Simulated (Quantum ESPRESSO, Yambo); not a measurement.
# AlN (F-43m): G0W0 with Yambo, start to end, part 3 of 3

Aim: the G0W0 gap of AlN (F-43m) on PBE, step by step.

Quantum ESPRESSO 7.5 and Yambo 5.3.0; PBE and many-body steps on it, plane waves. Known limits of the many-body steps: not at the basis limit; coarse k mesh.

So far. Step 3 (Bands along the symmetry lines): The gap is 3.325 eV, as in the run before at this level. Step 4 (Empty states on the mesh, 4×4×4 mesh, 90 bands): On this mesh the gap is 3.325 eV.

## 6. Screening and self-energy, 4×4×4 mesh, 90 bands, screening to 210.9 eV

G0W0 replaces the xc potential by the self-energy, built once from these orbitals. Only a window of levels is corrected, while the sums run over the empty bands that the input names.

This step: G0W0 on PBE, plane waves, norm-conserving pseudopotentials.

File gw1.in:

```
HF_and_locXC
gw0
dyson
ppa
em1d
rim_cut
RandQpts= 1000000
RandGvec= 1 RL
EXXRLvcs= 72 Ry
VXCRLvcs= 288 Ry
Chimod= "HARTREE"
% BndsRnXp
 1 | 90 |
%
NGsBlkXp= 15.5 Ry
% LongDrXp
 1 | 1 | 1 |
%
% GbndRnge
 1 | 90 |
%
DysSolver= "n"
ExtendOut
PPAPntXp= 27.21138 eV
% QPkrange
 1 | 8 | 2 | 8 |
%
```

Started as:

```
> OMP_NUM_THREADS=1 mpirun -n 8 yambo -F gw1.in -J gw1 -C gw1 > gw1.log
```

Log:

```text
 Yambo, version 5.3.0

 [02] CORE Variables Setup
 =========================

  [... cell, symmetries and grids as in the set-up ...]

  [02.05] Energies & Occupations
  ==============================

  [X] === General ===
  [X] Electronic Temperature                        :  0.000000  0.000000 [eV K]
  [X] Bosonic    Temperature                        :  0.000000  0.000000 [eV K]
  [X] Finite Temperature mode                       : no
  [X] El. density                                   :  0.38398E+24 [cm-3]
  [X] Fermi Level                                   :  6.956541 [eV]

  [X] === Gaps and Widths ===
  [X] Conduction Band Min                           :  3.324859 [eV]
  [X] Valence Band Max                              :  0.000000 [eV]
  [X] Filled Bands                                  :   4
  [X] Empty Bands                                   :    5   90
  [X] Direct Gap                                    :  4.192097 [eV]
  [X] Direct Gap localized at k                     :  1
  [X] Indirect Gap                                  :  3.324859 [eV]
  [X] Indirect Gap between kpts                     :   1   7
  [X] Last valence band width                       :  2.697200 [eV]
  [X] 1st conduction band width                     :  4.489928 [eV]

 [03] Transferred momenta grid and indexing
 ==========================================

 IBZ Q-points                                      :   8
 BZ  Q-points                                      :   64

 K/Q-points units:
 rlu = crystal or reduced units; cc = cartesian coordinates; iku = interal k-units

 Q [1]          [rlu]:  0.000000  0.000000  0.000000
 Q [2]          [rlu]: -0.52978E-17 -0.52978E-17  0.25000
 Q [3]          [rlu]:  0.10596E-16  0.10596E-16 -0.50000
 Q [4]          [rlu]:  0.19945E-16  0.25000      0.25000
 Q [5]          [rlu]:  0.25178E-16  0.25000      0.50000
 Q [6]          [rlu]:  0.10596E-16  0.25000     -0.25000
 Q [7]          [rlu]: -0.39890E-16 -0.50000     -0.50000
 Q [8]          [rlu]:  0.250000 -0.500000 -0.250000

 [04] Coloumb potential Random Integration (RIM)
 ===============================================

  [04.01] RIM initialization
  ==========================

  * Diagonal components only detected *

  8 x (sBL volume)        :  0.220531 [a.u.]
  sBZ random points       :  1000000
  Points outside the sBZ  :   7987327
  RL volume               :  1.764245 [a.u.]
  Integrated volume       :  1.767044 [a.u.]

  [04.02] RIM integrals
  =====================

  Gamma point sphere radius             :  0.109591 [a.u.]
  Points outside the sphere             :   799513
  [Int_sBZ(q=0) 1/q^2]*(Vol_sBZ)^(-1/3) =:  7.764325
                                 should be <:  7.795600

  Summary of Coulomb integrals for non-metallic bands |Q|[au] RIM/Bare

  Q [1] 0.100000E-4 0.995988 * Q [2] 0.329610 1.065884
  Q [4] 0.380601 1.064810 * Q [6] 0.538251 1.027704
  Q [5] 0.631155 1.020409 * Q [3] 0.659220 1.018308
  Q [7] 0.761202 1.014905 * Q [8] 0.851049 1.011860

 [05] Dipoles
 ============

  [05.01] Setup: observables and procedures
  =========================================

 [06] Dynamic Dielectric Matrix (PPA)
 ====================================

 [SLK-Inversion]  Pools        :  2
 [SLK-Inversion]  BLACS grid   :  2  2

 [WR./gw1//ndb.pp]---------------------------------------------------------------
  Brillouin Zone Q/K grids (IBZ/BZ)                :    8   64    8   64
  RL vectors                                       :  1917 [WF]
  Coulomb cutoff potential                         : none
  Electronic Temperature                           :  0.000000 [K]
  Bosonic    Temperature                           :  0.000000 [K]
  PPA    diel. fun.  energies                      : Perdew, Burke & Ernzerhof(X)+Perdew, Burke & Ernzerhof(C)
  wavefunctions                                    : Perdew, Burke & Ernzerhof(X)+Perdew, Burke & Ernzerhof(C)
  Global Gauge                                     : length
  X matrix size                                    :  181
  X band range                                     :    1   90
  X e/h energy range                               : -1.000000 -1.000000 [eV]
  X Time ordering                                  : R
  X Hxc Kernel                                     : HARTREE
  X Drude frequency                                :  0.000000  0.000000
  X poles                                          :  100.0000 [o/o]
  RL vectors in the sum                            :  1917
  [r,Vnl] included                                 : yes
  Field direction                                  :  0.577350E-5  0.577350E-5  0.577350E-5
  BZ energy Double Grid                            : no
  BZ energy DbGd points                            : 0
  BZ Q point size factor                           : -1.000000
  X Optical Averaged directions                    : none

 [07] Local Exchange-Correlation + Non-Local Fock
 ================================================

 [VXC] Plane waves :  11575
 [EXS] Plane waves :  1471

 QP @ state[ 1 ] K range:   1   8
 QP @ state[ 1 ] b range:   2   8

 [xc] Functional : Perdew, Burke & Ernzerhof(X)+Perdew, Burke & Ernzerhof(C)
 [xc] LIBXC used to calculate xc functional
  PP Number of Atomic Species                      :  2
  NLCC RL compoments                               :  11575
  PP Number of Atomic Species                      :  2
  NLCC RL compoments                               :  11575

 [xc] E_xc :  -3.460990 [Ha]
      E_xc :  -6.921979 [Ry]

  Local XC kind (lXC) : Perdew, Burke & Ernzerhof(X)+Perdew, Burke & Ernzerhof(C)
  Non-Local XC kind (nlXC) : Hartree-Fock

  Corrections @ K [1] :  [eV]
 <2|nlXC|2> = -20.93521  0.17767E-16 <2|lXC|2> = -16.96897  0.24001E-22
 <3|nlXC|3> = -20.93516  0.31256E-17 <3|lXC|3> = -16.96897  0.37763E-15
 <4|nlXC|4> = -20.93498 -0.12755E-16 <4|lXC|4> = -16.96897  0.18882E-15
 <5|nlXC|5> = -7.926791 -0.85574E-17 <5|lXC|5> = -12.51951 -0.18882E-15
 <6|nlXC|6> = -4.085061 -0.13808E-17 <6|lXC|6> = -9.879197  0.94405E-16
 <7|nlXC|7> = -4.084738 -0.17773E-17 <7|lXC|7> = -9.879197 -0.59018E-16
 <8|nlXC|8> = -4.084837 -0.29368E-17 <8|lXC|8> = -9.879197  0.47205E-16

  Corrections @ K [2] :  [eV]
 <2|nlXC|2> = -19.26695  0.18087E-16 <2|lXC|2> = -14.40035  0.18882E-15
 <3|nlXC|3> = -20.81910  0.24460E-16 <3|lXC|3> = -16.75776  0.37764E-15
 <4|nlXC|4> = -20.81888  0.44900E-16 <4|lXC|4> = -16.75776 -0.18882E-15
[...]
Corrections @ K [3] :  [eV]
[...]
Corrections @ K [4] :  [eV]
[...]
Corrections @ K [5] :  [eV]
[...]
[... 2 further k-points ...]
  Corrections @ K [8] :  [eV]
[...]
<4|nlXC|4> = -18.38030  0.16990E-16 <4|lXC|4> = -13.85469 -0.18882E-15
 <5|nlXC|5> = -6.995244  0.32676E-17 <5|lXC|5> = -11.82310 -0.11801E-16
 <6|nlXC|6> = -5.992991  0.27573E-17 <6|lXC|6> = -12.02057  0.60480E-16
 <7|nlXC|7> = -4.137182  0.64012E-18 <7|lXC|7> = -10.20253 -0.94406E-16
 <8|nlXC|8> = -6.797686 -0.13546E-18 <8|lXC|8> = -13.55427 -0.47209E-16

  [07.01] Hartree-Fock occupations report
  =======================================

  [Hartree-Fock] === General ===
  [Hartree-Fock] Electronic Temperature             :  0.000000  0.000000 [eV K]
  [Hartree-Fock] Bosonic    Temperature             :  0.000000  0.000000 [eV K]
  [Hartree-Fock] Finite Temperature mode            : no
  [Hartree-Fock] El. density                        :  0.38398E+24 [cm-3]
  [Hartree-Fock] Fermi Level                        :  6.956541 [eV]

  [Hartree-Fock] === Gaps and Widths ===
  [Hartree-Fock] Conduction Band Min                :  7.563402 [eV]
  [Hartree-Fock] Valence Band Max                   : -3.966013 [eV]
  [Hartree-Fock] Filled Bands                       :   4
  [Hartree-Fock] Empty Bands                        :    5   90
  [Hartree-Fock] Direct Gap                         :  12.75083 [eV]
  [Hartree-Fock] Direct Gap localized at k          :  1
  [Hartree-Fock] Indirect Gap                       :  11.52942 [eV]
  [Hartree-Fock] Indirect Gap between kpts          :   1   7
  [Hartree-Fock] Last valence band width            :  3.256795 [eV]
  [Hartree-Fock] 1st conduction band width          :  5.775858 [eV]

 [08] Dyson equation: Newton solver
 ==================================

  [08.01] G0W0 (W PPA)
  ====================

  [  GW  ] Bands range     :    1   90
  [GW/PPA] G damping       :  0.100000 [eV]

  QP @ state[ 1 ] K range:   1   8
  QP @ state[ 1 ] b range:   2   8

   Sc/G bands                                       :    1   90
   Sc/G damping                                     :  0.100000 ev
   Sc bands terminator                              : no
   Sx RL components                                 :  1471

   QP @ state[ 1 ] K range                          :   1   8
   QP @ state[ 1 ] b range                          :   2   8
   GF energies kind                                 : Perdew, Burke & Ernzerhof(X)+Perdew, Burke & Ernzerhof(C)
   GF WF`s kind                                     : Perdew, Burke & Ernzerhof(X)+Perdew, Burke & Ernzerhof(C)
   Xs energies kind                                 : Perdew, Burke & Ernzerhof(X)+Perdew, Burke & Ernzerhof(C)
   Xs WF`s kind                                     : Perdew, Burke & Ernzerhof(X)+Perdew, Burke & Ernzerhof(C)

 [11] Game Over & Game summary
```

Run time: 51 s. Hardware: 8 MPI ranks of Arm Neoverse V2, shared host; peak memory 2.3 GiB; 6.6 min of CPU time.

This step gave:

- G0W0 gap on the mesh: 4.488 eV
- starting gap on the mesh: 3.325 eV
- k of the valence top: 0, 0, 0
- k of the conduction bottom: 0, -0.5, -0.5
- least direct G0W0 gap on the computed points: 5.579 eV
- Z at the valence top: 0.7908
- Z at the conduction bottom: 0.8386

The gap on the mesh goes from 3.32 eV to 4.49 eV, a correction of +1.16 eV.

Limits: finite bands, cutoff and mesh; coarse k mesh. v1 is the top filled band, c1 the lowest empty one. Levels before and after the correction, in eV, zero at the valence-band top of each column:

|  | conduction bottom | valence top |
| --- | --- | --- |
| Kohn-Sham | 3.32 | 0.00 |
| G0W0 | 4.49 | 0.00 |

|  | level | energy (eV) |
| --- | --- | --- |
| Kohn-Sham | Γ v3-v1 | 0.000 |
| Kohn-Sham | Γ c1 | 4.192 |
| Kohn-Sham | Γ c2-c4 | 12.589 |
| Kohn-Sham | (0 -0.5 -0.5) v3 | -4.898 |
| Kohn-Sham | (0 -0.5 -0.5) v2-v1 | -1.775 |
| Kohn-Sham | (0 -0.5 -0.5) c1 | 3.325 |
| Kohn-Sham | (0 -0.5 -0.5) c2 | 8.652 |
| Kohn-Sham | (0 -0.5 -0.5) c3 | 13.920 |
| Kohn-Sham | (0 -0.5 -0.5) c4 | 15.697 |
| G0W0 | Γ v3-v1 | 0.000 |
| G0W0 | Γ c1 | 5.579 |
| G0W0 | Γ c2-c4 | 14.019 |
| G0W0 | (0 -0.5 -0.5) v3 | -5.467 |
| G0W0 | (0 -0.5 -0.5) v2-v1 | -2.075 |
| G0W0 | (0 -0.5 -0.5) c1 | 4.488 |
| G0W0 | (0 -0.5 -0.5) c2 | 10.054 |
| G0W0 | (0 -0.5 -0.5) c3 | 16.052 |
| G0W0 | (0 -0.5 -0.5) c4 | 17.378 |

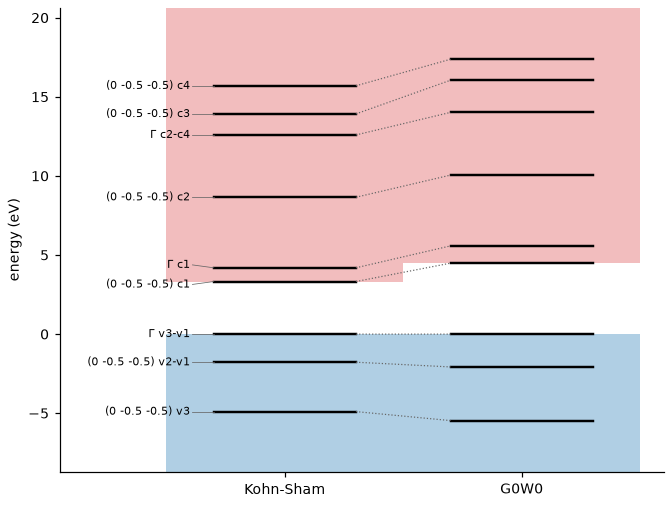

Levels before and after the correction. Shaded: valence and conduction bands.

## 7. Where the time went

Times are wall times on the hardware named with each run, good to a factor of about two.

| step | time | share | memory (GiB) |
| --- | --- | --- | --- |
| ground state | 1.5 s | 3 % | 0.05 |
| bands along the symmetry lines | 1.2 s | 2 % | 0.05 |
| empty states on the mesh | 1.5 s | 3 % | 0.05 |
| conversion and set-up | 1.8 s | 3 % | 0.23 |
| screening and self-energy | 51 s | 90 % | 2.3 |

## 8. Outcome

* PBE gap: 3.32 eV, indirect
* G0W0 gap on the mesh: 4.49 eV
* GW settings: 4×4×4 mesh, 90 bands, screening to 210.9 eV, Godby-Needs plasmon pole
* known limits: not at the basis limit; coarse k mesh

What this shows: G0W0 moves the gap on the mesh from 3.32 eV to 4.49 eV (+1.16 eV), with Z of 0.79 and 0.84 at the edges. The dearest step here is «screening and self-energy». Bands and cutoff are finite, so the gap is not at the basis limit. The miss can reach some tenths of an eV and take either sign; the mesh is an error of its own. The 4×4×4 mesh is coarse for this cell, which bears on the long-range parts of exchange and screening.

[Paths, hosts, dates, memory and timing lines, banners, echoed tables and standing remarks are left out of the program output.]

[Logs are printed without paths, hosts, clocks, repeated set-up lines and the standing remarks that a program may print on its own settings, such as how far it seeks lower states.]

[Runs of the session that timed out or met a known fault of the program may be left out.]

[Hosts, paths, dates, database ids (printed as entryN), source tags and the programs' standing remarks are cut or masked in the printed files.]
